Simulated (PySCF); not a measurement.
Molecule: Al(Cl)(iPr)2, SMILES [CH](C)([Al]([CH](C)C)[Cl])C. Atoms near the plane z = 0.0 Å, at the GFN2-xTB optimised geometry (x, y, z in Å): Al1 (0.5, 0.0, 0.0), Cl2 (2.6, 0.0, 0.0), C3 (-0.5, -1.8, 0.0), C4 (-2.0, -1.5, 0.1), H6 (-0.3, -2.3, -0.9), H7 (-2.6, -2.5, 0.2), H8 (-2.3, -1.0, 1.1), H9 (-2.4, -1.0, -0.7), C13 (-0.4, 1.8, 0.0), H16 (-1.5, 1.7, -0.1), H18 (1.2, 2.8, -1.1).

Level of theory: CAM-B3LYP/def2-SVP (PySCF 2.14.0). Cells within 0.4 Å of a nucleus heavier than hydrogen are left out (blank, or x). The values are rescaled to run from 0 to 1.

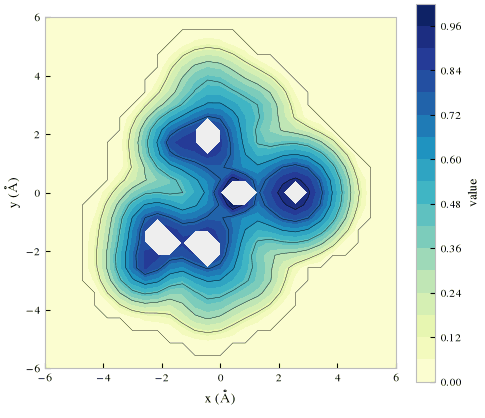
*a field on the plane z = 0.0 Å.*

Q: Which quantity is mapped?
(A) deformation density (molecule minus spherical neutral atoms)
(B) log10 of the electron density
(C) electron localisation function
(D) electrostatic potential

A: B, log10 of the electron density. In full: log10 of the electron density (e/bohr³), floored at −4.
